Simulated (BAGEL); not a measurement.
# UHF/cc-pVDZ (density fitting with qzvpp-jkfit) run of SiSCl2F (SMILES F[Si]([S])(Cl)Cl)

Aim: the energy change on altering one bond length of SiSCl2F at UHF/cc-pVDZ (density fitting with qzvpp-jkfit), from 2 runs. 

The results are computed with BAGEL 1.2.2.

### Step 1. Starting point

SiSCl2F has 5 atoms, charge 0, and is taken as a doublet. SMILES: `F[Si]([S])(Cl)Cl`. Geometry: relaxed at PBE0-D4/def2-TZVP.

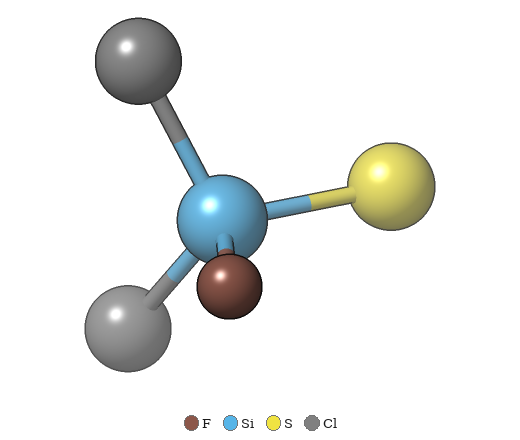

Viewed from a chosen angle; fluorine brown, silicon blue, sulfur yellow, chlorine grey.

### Step 2. A single-point energy at UHF/cc-pVDZ (density fitting with qzvpp-jkfit)

File hf.json:

```json
{ "bagel": [

{
  "title": "molecule",
  "basis": "cc-pvdz.json",
  "df_basis": "qzvpp-jkfit",
  "angstrom": true,
  "geometry": [
    { "atom": "F", "xyz": [    0.913000,   -0.947500,    1.032900 ] },
    { "atom": "Si", "xyz": [    0.055100,   -0.061700,    0.044800 ] },
    { "atom": "S", "xyz": [   -1.688700,    0.698800,    0.916700 ] },
    { "atom": "Cl", "xyz": [   -0.458100,   -1.248600,   -1.511600 ] },
    { "atom": "Cl", "xyz": [    1.228500,    1.485300,   -0.524300 ] }
  ]
},
{
  "title": "uhf",
  "nopen": 1
},
{
  "title": "print",
  "file": "orbitals.molden",
  "orbitals": true
}

]}
```

The basis set cc-pVDZ is read from a file made from the Basis Set Exchange's data (not shown).

Command:

```console
$ BAGEL_NUM_THREADS=1 BAGEL hf.json > hf.out
```

Standard output:

```text
* using 1 threads per process

  ===============================================================
  ===============================================================

  *** Geometry ***

  { "atom" : "F", "xyz" : [      1.725320,     -1.790516,      1.951898 ] },
  { "atom" : "Si", "xyz" : [      0.104124,     -0.116596,      0.084660 ] },
  { "atom" : "S", "xyz" : [     -3.191181,      1.320541,      1.732312 ] },
  { "atom" : "Cl", "xyz" : [     -0.865684,     -2.359512,     -2.856510 ] },
  { "atom" : "Cl", "xyz" : [      2.321529,      2.806810,     -0.990783 ] },

  Number of auxiliary basis functions:      589

  Since a DF basis is specified, we compute 2- and 3-index integrals:
    o Being stored without compression. Storage requirement is 0.035 GB

  Number of basis functions:       86
  Number of electrons      :       73

    * METHOD: MOLECULE                             0.25

  *** Open-shell HF ***

  === Nuclear Repulsion ===
   435.2912329400

      * DIIS with orbital gradients will be used.

  === UHF iteration (cc-pvdz.json) ===
      0      -1704.93515016          0.02006546           0.22
      1      -1705.03572964          0.01361139           0.21
      2      -1705.06536314          0.00824312           0.22
      3      -1705.08283231          0.00062346           0.21
      4      -1705.08310427          0.00016343           0.22
      5      -1705.08312415          0.00003647           0.21
      6      -1705.08312686          0.00000703           0.21
      7      -1705.08312713          0.00000219           0.22
      8      -1705.08312718          0.00000108           0.21
      9      -1705.08312719          0.00000054           0.22
     10      -1705.08312720          0.00000023           0.22
     11      -1705.08312720          0.00000009           0.26
     12      -1705.08312720          0.00000006           0.27
     13      -1705.08312720          0.00000005           0.26
     14      -1705.08312720          0.00000005           0.21
     15      -1705.08312720          0.00000005           0.25
     16      -1705.08312720          0.00000004           0.22
     17      -1705.08312720          0.00000004           0.22
     18      -1705.08312720          0.00000004           0.23
     19      -1705.08312720          0.00000003           0.21
     20      -1705.08312720          0.00000002           0.21
     21      -1705.08312720          0.00000001           0.21
    * SCF iteration converged.

    * S^2 (UHF) is 0.7583

    * Permanent dipole moment:
           (    0.283795,    -0.186139,     0.030096) a.u.

    * METHOD: UHF                                  5.16

    * METHOD: PRINT                                0.01

  ===============================================================
```

It took 6 s on 1 thread of Intel Xeon 6975P-C (Granite Rapids), shared host; peak memory 0.16 GiB.

### Step 3. The distorted shape

File input.json:

```json
{ "bagel" : [

{
  "title" : "molecule",
  "basis" : "cc-pvdz.json",
  "df_basis" : "qzvpp-jkfit",
  "angstrom" : true,
  "geometry" : [
    { "atom" : "F", "xyz" : [    1.599305,   -1.656124,    1.823363 ] },
    { "atom" : "Si", "xyz" : [    0.055100,   -0.061700,    0.044800 ] },
    { "atom" : "S", "xyz" : [   -1.688700,    0.698800,    0.916700 ] },
    { "atom" : "Cl", "xyz" : [   -0.458100,   -1.248600,   -1.511600 ] },
    { "atom" : "Cl", "xyz" : [    1.228500,    1.485300,   -0.524300 ] }
  ]
},
{
  "title" : "uhf",
  "nopen" : 1
},
{
  "title" : "print",
  "file" : "orbitals.molden",
  "orbitals" : true
}

]}
```

The basis set cc-pVDZ is read from a file made from the Basis Set Exchange's data (not shown).

Command:

```console
$ BAGEL_NUM_THREADS=1 BAGEL input.json > input.out
```

Standard output:

```text
* using 1 threads per process

  ===============================================================
  ===============================================================

  *** Geometry ***

  { "atom" : "F", "xyz" : [      3.022248,     -3.129621,      3.445657 ] },
  { "atom" : "Si", "xyz" : [      0.104124,     -0.116596,      0.084660 ] },
  { "atom" : "S", "xyz" : [     -3.191181,      1.320541,      1.732312 ] },
  { "atom" : "Cl", "xyz" : [     -0.865684,     -2.359512,     -2.856510 ] },
  { "atom" : "Cl", "xyz" : [      2.321529,      2.806810,     -0.990783 ] },

  Number of auxiliary basis functions:      589

  Since a DF basis is specified, we compute 2- and 3-index integrals:
    o Being stored without compression. Storage requirement is 0.035 GB

  Number of basis functions:       86
  Number of electrons      :       73

    * METHOD: MOLECULE                             0.26

  *** Open-shell HF ***

  === Nuclear Repulsion ===
   395.5700391500

      * DIIS with orbital gradients will be used.

  === UHF iteration (cc-pvdz.json) ===
      0      -1704.60141308          0.02363805           0.22
      1      -1703.66450273          0.06207354           0.22
      2      -1703.54394587          0.05721192           0.23
      3      -1704.78208493          0.01462754           0.23
      4      -1704.86212650          0.00826591           0.21
      5      -1704.88817511          0.00443540           0.21
      6      -1704.89981899          0.00114707           0.22
      7      -1704.90073403          0.00031191           0.22
      8      -1704.90085315          0.00012912           0.22
      9      -1704.90089053          0.00005372           0.22
     10      -1704.90089752          0.00001891           0.21
     11      -1704.90089826          0.00001089           0.21
     12      -1704.90089863          0.00000364           0.21
     13      -1704.90089893          0.00000199           0.22
     14      -1704.90089946          0.00000098           0.21
     15      -1704.90090023          0.00000054           0.21
     16      -1704.90090164          0.00000039           0.22
     17      -1704.90090291          0.00000041           0.22
     18      -1704.90090284          0.00000041           0.22
     19      -1704.90090059          0.00000033           0.22
     20      -1704.90089853          0.00000034           0.22
     21      -1704.90089839          0.00000029           0.21
     22      -1704.90089820          0.00000032           0.21
     23      -1704.90089835          0.00000025           0.24
     24      -1704.90089832          0.00000020           0.22
     25      -1704.90089825          0.00000009           0.23
     26      -1704.90089817          0.00000007           0.21
     27      -1704.90089809          0.00000005           0.22
     28      -1704.90089804          0.00000003           0.21
     29      -1704.90089803          0.00000002           0.23
     30      -1704.90089803          0.00000002           0.25
     31      -1704.90089803          0.00000002           0.22
     32      -1704.90089803          0.00000002           0.21
     33      -1704.90089803          0.00000002           0.21
     34      -1704.90089803          0.00000002           0.22
     35      -1704.90089803          0.00000001           0.21
     36      -1704.90089803          0.00000001           0.22
     37      -1704.90089803          0.00000001           0.21
     38      -1704.90089803          0.00000001           0.21
     39      -1704.90089803          0.00000001           0.21
     40      -1704.90089803          0.00000001           0.22
     41      -1704.90089803          0.00000001           0.22
     42      -1704.90089803          0.00000001           0.22
     43      -1704.90089803          0.00000001           0.27
    * SCF iteration converged.

    * S^2 (UHF) is 0.7525

    * Permanent dipole moment:
           (   -1.312152,     0.756132,     0.145715) a.u.

    * METHOD: UHF                                  9.87

    * METHOD: PRINT                                0.01

  ===============================================================
```

Run time: 11 s. Hardware: 1 thread of Intel Xeon 6975P-C (Granite Rapids), shared host; peak memory 0.16 GiB.

### Step 4. Summary of results

At UHF/cc-pVDZ (density fitting with qzvpp-jkfit):

```
                                                          quantity           value
                                         first shape: total energy  -1705.08313 Eh
                                        first shape: dipole moment          0.87 D
                                                 first shape: ⟨S²⟩           0.758
                                     distorted shape: total energy  -1704.90090 Eh
                                    distorted shape: dipole moment          3.87 D
                                             distorted shape: ⟨S²⟩           0.752
energy change with the F1–Si2 bond stretched from 1.580 to 2.844 Å        4.959 eV
```

With the F1–Si2 bond stretched from 1.580 to 2.844 Å the energy rises by 4.96 eV (478 kJ/mol). The first shape isn't relaxed at this level, so the change isn't measured from a minimum.
